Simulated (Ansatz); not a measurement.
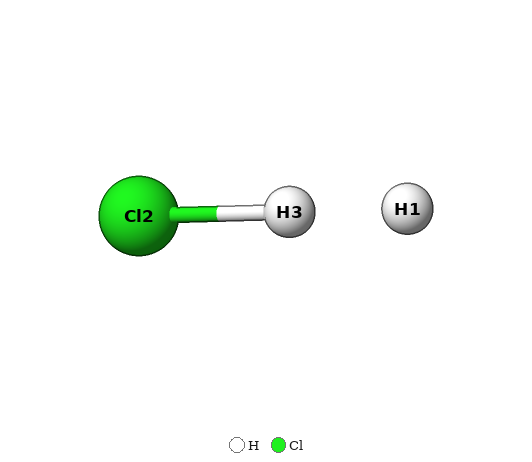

Charge 0, doublet. Sticks follow a distance rule. Harmonic vibrations computed with UKS PBE0-D4/def2-TZVP (Ansatz 0.2.0) at a stationary point of the same level.

### How many imaginary frequencies does it have?

A first-order saddle point: one imaginary frequency, 863i cm⁻¹.

### List the wavenumbers.

4 modes: 863i, 517, 517, 1508 cm⁻¹.
